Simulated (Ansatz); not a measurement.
## Electronic structure of C2H8AlFSi (SMILES C[SiH]([AlH2])CF) in real space

Input

```
crystal:
  periodic: [false, false, false]
  atoms:
    - {symbol: C, position_ang: [-1.414471, -0.944861, 0.633205]}
    - {symbol: Si, position_ang: [0.079110, 0.180988, 0.448131]}
    - {symbol: Al, position_ang: [2.179121, -0.980896, -0.114907]}
    - {symbol: C, position_ang: [-0.303865, 1.519599, -0.849606]}
    - {symbol: F, position_ang: [-1.472828, 2.206311, -0.522600]}
    - {symbol: H, position_ang: [-2.299139, -0.352349, 0.877348]}
    - {symbol: H, position_ang: [-1.616487, -1.492521, -0.290247]}
    - {symbol: H, position_ang: [-1.258232, -1.674391, 1.430596]}
    - {symbol: H, position_ang: [0.299773, 0.898579, 1.743652]}
    - {symbol: H, position_ang: [3.269012, -0.309557, -1.061267]}
    - {symbol: H, position_ang: [2.493092, -2.420173, 0.486422]}
    - {symbol: H, position_ang: [0.509144, 2.250146, -0.919917]}
    - {symbol: H, position_ang: [-0.443730, 1.084423, -1.845910]}
basis:
  gaussian: {orbitals: def2-TZVPP}
hamiltonian: {xc: pbe0, dispersion: d4}
output: {orbitals: {seedname: orbitals}}
```

Launched as:

```sh
ansatz run in.yaml --threads 4 --pin off --events-out ev --progress --plain --max-ram 10444MiB
```

Geometry: PBE0-D4/def2-TZVP.

The calculation used Ansatz 0.2.0, RKS PBE0-D4/def2-TZVPP.

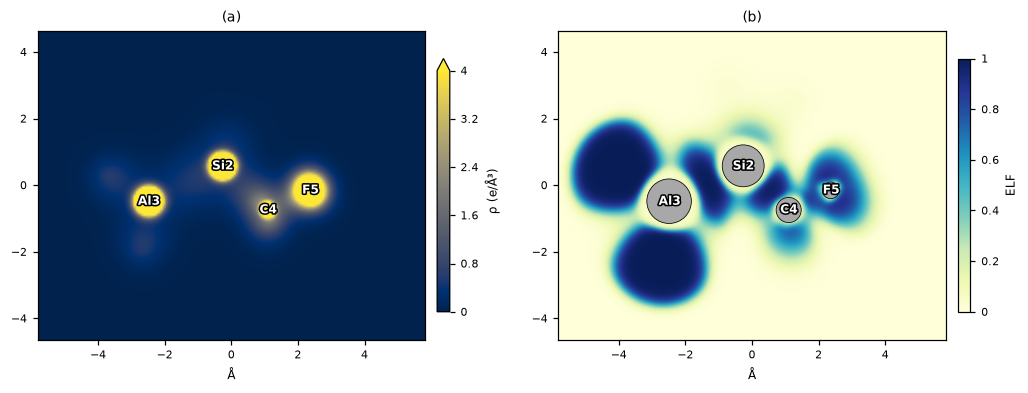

Figure 1. (a) total electron density; (b) ELF on the plane of atoms Al3, Si2 and C4. Grey discs cover the atomic cores in the ELF map.

> What do the fields say about this system?

- The plane passes through Si, Al, C and F nuclei.
- C–F (1.39 Å): ρ is about 2 e/Å³ halfway, with its minimum of 1.6 e/Å³ about 0.5 Å from C; the ELF peaks at about 0.85 between the atoms, as expected for a shared but strongly polarised pair.
- C–Si (1.90 Å): ρ at the midpoint is about 0.94 e/Å³; the ELF peaks at about 1 between the atoms (a covalent bond).
- Al–Si (2.47 Å): ρ at the midpoint is about 0.5 e/Å³; the ELF peaks at about 1 between the atoms, as expected for a covalent bond.
- The ELF also peaks beside F5, away from the bonds: lone-pair regions.

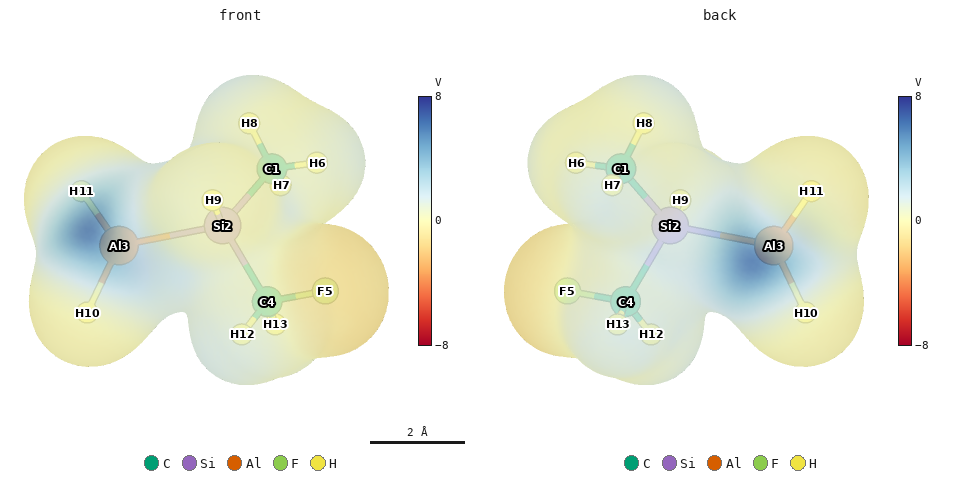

Figure 2. The electrostatic potential painted on the density surface at 0.004 e/bohr³, seen from the front and from behind; the colour scale runs from red (negative) to blue (positive).

> Describe the electrostatic potential map.

The most negative region (about −1.2 V) lies over F5, the most positive (about +6.0 V) over Al3.

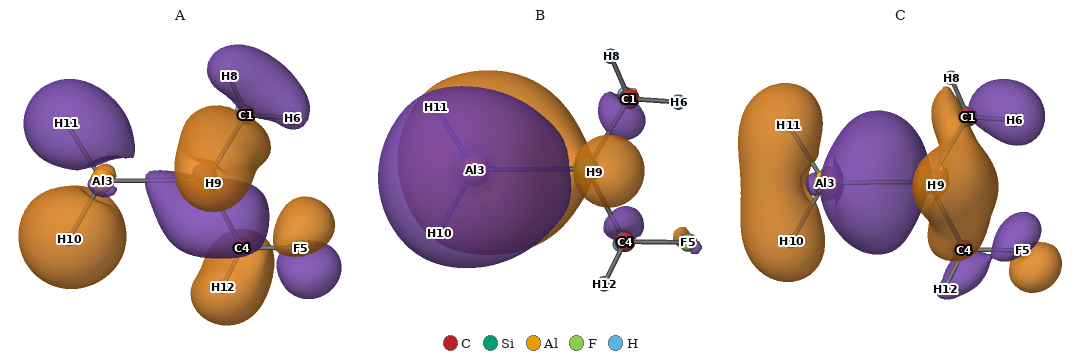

Figure 3. Three frontier orbitals at ±0.06 Å⁻³ᐟ² (orange and purple are the two phases), in no order.

> Order the three orbitals by energy and name them.

A is the HOMO−1 (−8.40 eV). Its weight (Hirshfeld) is mainly on C4 (about 20 %), Si2 (about 15 %), F5 (about 15 %), H10 (about 10 %), Al3 (about 10 %) and C1 (about 10 %). C is the HOMO (−7.32 eV). By Hirshfeld shares it lies mainly on Si2 (about 35 %), Al3 (about 30 %), H11 (about 5 %), H10 (about 5 %) and C4 (about 5 %). B is the LUMO (−2.13 eV). It lies mainly on Al3 (about 70 %) and Si2 (about 15 %).

> What is the HOMO–LUMO gap?

5.19 eV between the orbital energies.
